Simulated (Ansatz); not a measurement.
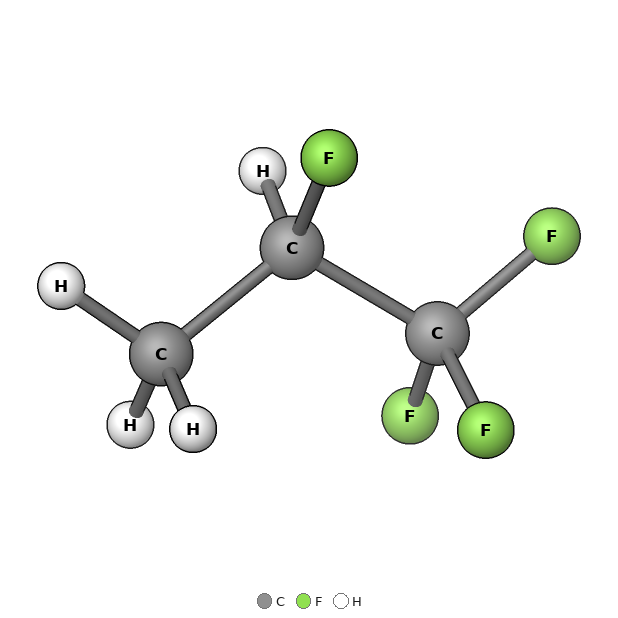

Rendered structure (ball-and-stick style). Every bond is drawn as one stick, whatever its order.

Computed geometry: PBE0-D4/def2-TZVP optimisation.

**Count the atoms of each element.**

C3H4F4, 11 atoms: 3 carbon, 4 hydrogen and 4 fluorine.

**Count the bonded pairs by element.**

4 C–F, 4 C–H, 2 C–C.

The parts below concern this one geometry. Atoms keep their numbers from picture to picture.

## Geometry

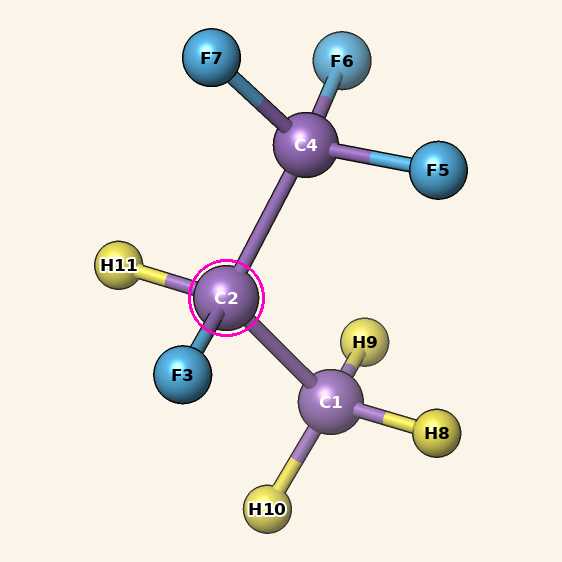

Atoms fade into the background with distance from the viewer. Circles mark the stereogenic atoms.

**What are the Cahn–Ingold–Prelog descriptors?**

C2: R (priorities F3 > C4 > C1 > H11).

## Dipole moment

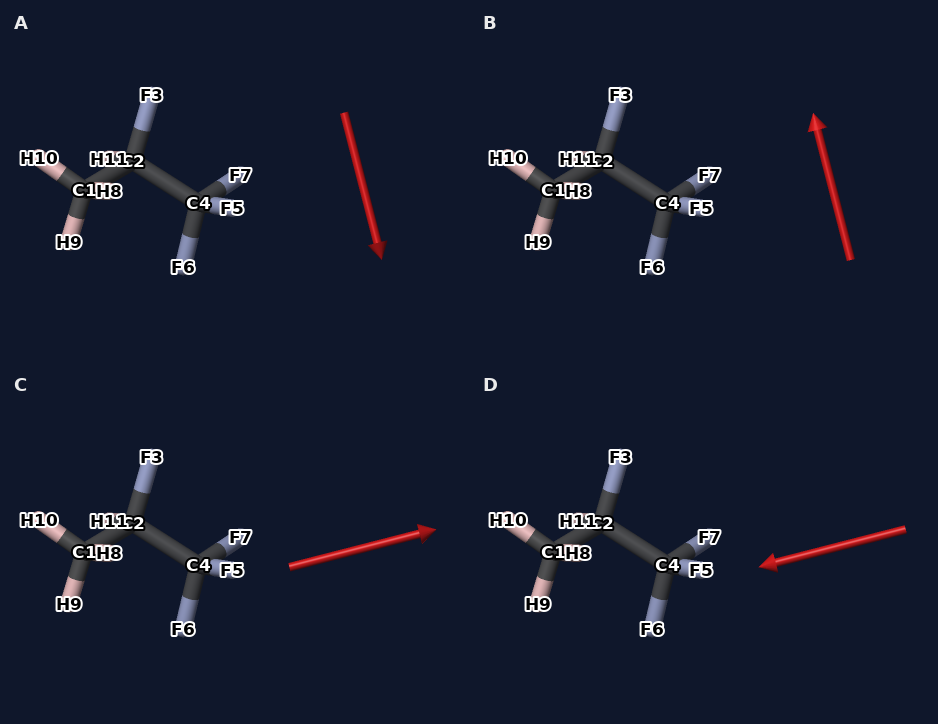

The same molecule four times, each with an arrow. Method: RKS PBE0-D4/def2-TZVP (Ansatz 0.2.0).

**Which arrow points along the dipole moment, from the negative to the positive end?**

D. The dipole moment is 2.36 D; it points from the side of F7 to the side of H10 (the outermost atoms at the two ends).

## Charges

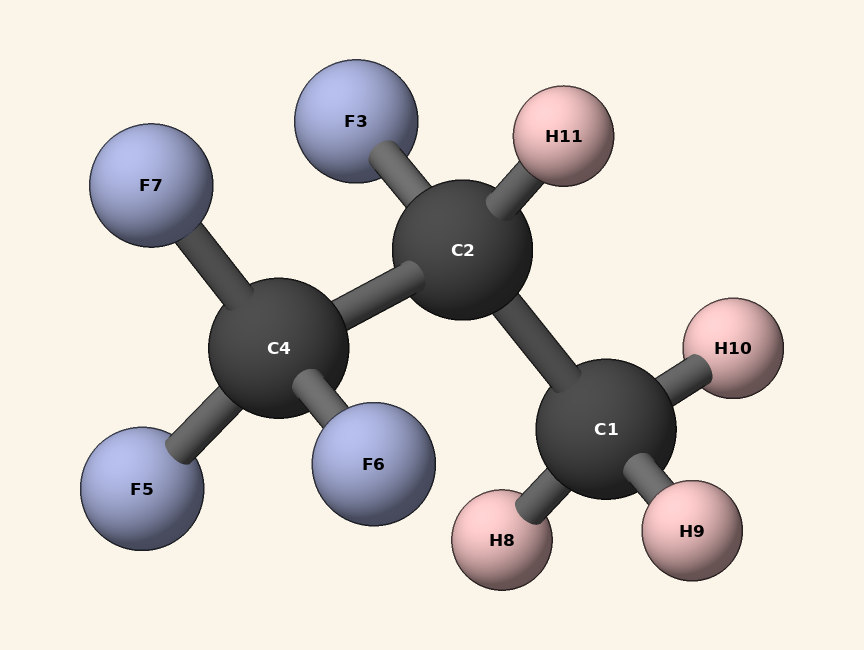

The questions are on Mulliken charges. Level of theory: RKS B3LYP-D4/def2-TZVPP (Ansatz 0.2.0).

**Which atom carries the highest charge (most positive or least negative)?**

C4 (0.49 e).

**And the lowest?**

C1 (−0.26 e).

Give the Mulliken charges atom by atom.

```json
{"atom": "C1", "value (e)": "−0.26"}
{"atom": "C2", "value (e)": "0.15"}
{"atom": "F3", "value (e)": "−0.23"}
{"atom": "C4", "value (e)": "0.49"}
{"atom": "F5", "value (e)": "−0.17"}
{"atom": "F6", "value (e)": "−0.18"}
{"atom": "F7", "value (e)": "−0.17"}
{"atom": "H8", "value (e)": "0.10"}
{"atom": "H9", "value (e)": "0.10"}
{"atom": "H10", "value (e)": "0.10"}
{"atom": "H11", "value (e)": "0.07"}
```

## Vibrations

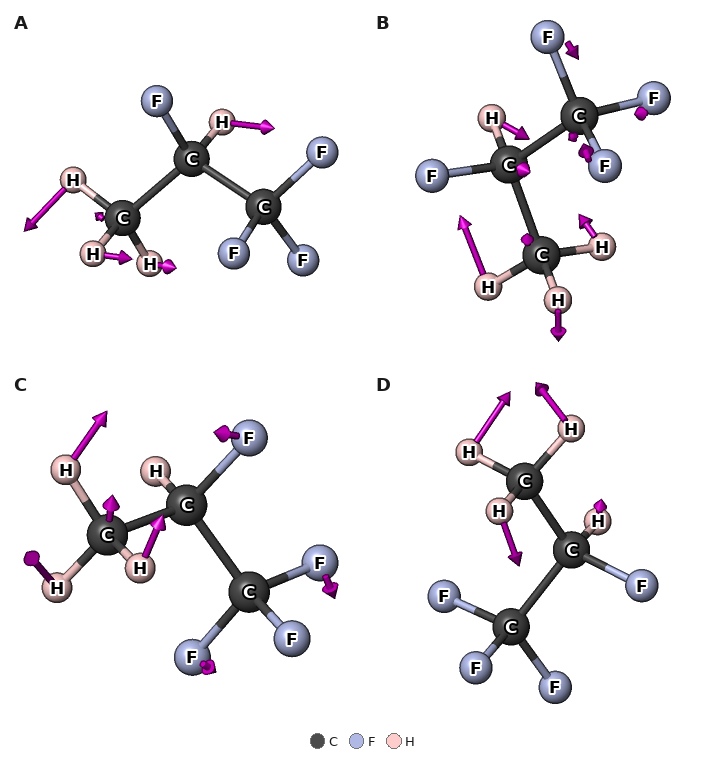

4 normal modes of one molecule or complex, as arrows. Harmonic vibrations computed with RKS PBE0-D4/def2-TZVP (Ansatz 0.2.0) at a stationary point of the same level.

**Match the panels to the wavenumbers 340 cm⁻¹, 814 cm⁻¹, 1035 cm⁻¹, 1483 cm⁻¹.**

A: 1035 cm⁻¹
B: 814 cm⁻¹
C: 340 cm⁻¹
D: 1483 cm⁻¹, H–C–H bending

Mulliken values depend strongly on the basis set and can even reverse the polarity of a bond.
